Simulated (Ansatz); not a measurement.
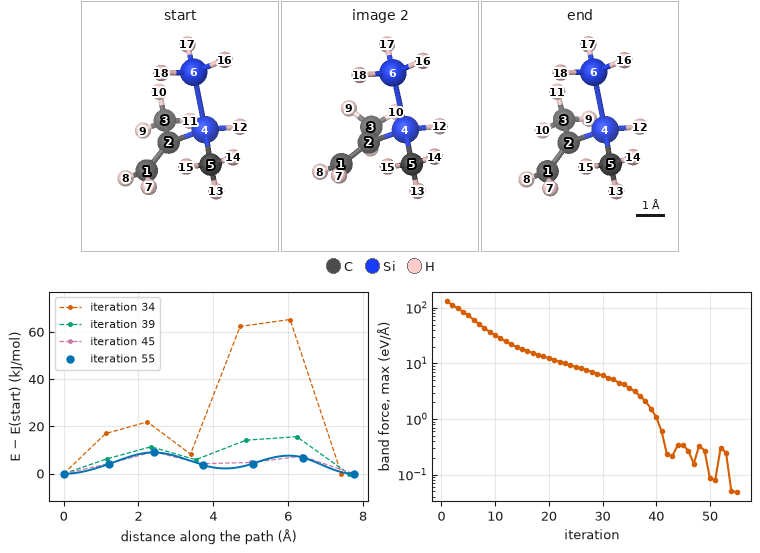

NEB run on C₄H₁₂Si₂. Images are numbered from 0 (start) to 6 (end). The plot follows the band through its iterations. A ball-and-stick model, seen from a free direction.

Computed with RKS B3LYP/6-31G* in Ansatz. Settings: 5 movable images; climbing image; force threshold 0.05 eV/Å; iteration limit 60; optimiser L-BFGS; largest step 0.02 Å; starting path through a guess of the saddle point.

How did the profile develop, and is the result final?

Answer. The run is converged, with reservations. The band converged in 55 iterations. The largest component of the band force went from 130 to 0.049 eV/Å. The climbing image converged on the top of the path. Its curvatures weren't checked. The step length is far from the usual. The first iteration put the highest image at 3733.8 kJ/mol. The two ends have the same energy, and the highest point, image 2, lies 9.0 kJ/mol above the start. The profile has 2 maxima (images 2, 5) with a dip at image 3 (+3.7 kJ/mol), so the process runs in steps.
